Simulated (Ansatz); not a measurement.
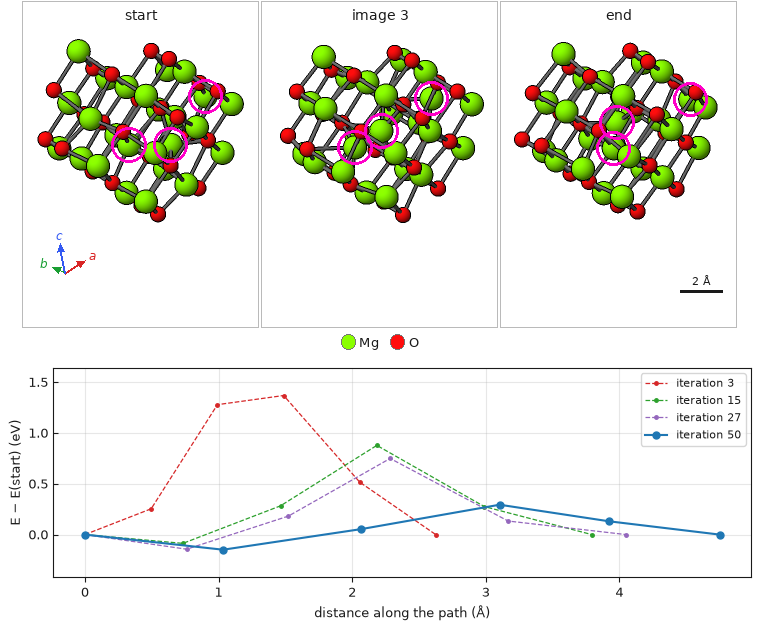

NEB run on MgO with an interstitial Mg (17 atoms in the cell). Images are numbered from 0 (start) to 5 (end). The plot follows the band through its iterations. A ball-and-stick model of the atoms within 4.7 Å of the middle of the path, seen slightly off an axis. The atoms that move most are ringed. Bonds to atoms that aren't drawn are left out.

Method: Ansatz, DFT PBE-D3(BJ), scalar-relativistic, plane waves, PAW. Set-up: plane-wave cutoff 420 eV; k-point mesh 2 × 2 × 2; Gaussian smearing 0.02 eV; 4 movable images; climbing image from the first iteration; force threshold 0.05 eV/Å; iteration limit 50.

How did the profile develop, and is the result final?

Answer. The result isn't final. The band hadn't converged when the run stopped after 50 iterations. The barrier read from it is provisional, though the highest image hardly moved in the last two iterations. The first iteration put the highest image at 5.819 eV. Relative to the start the highest point is image 3 at +0.294 eV and the end lies at 0.000 eV, but the profile dips to −0.149 eV at image 1 on the way, so there may be an intermediate minimum, or an end is no minimum.

Limits of the set-up: the periodic images lie only 6.0 Å apart, so the values are limited by the cell's size.

The run took 9.4 min on 1 thread of AMD EPYC 9B14 (Zen 4), with other jobs on the host, peak memory 0.65 GiB.

PAW datasets: the set soft_1.
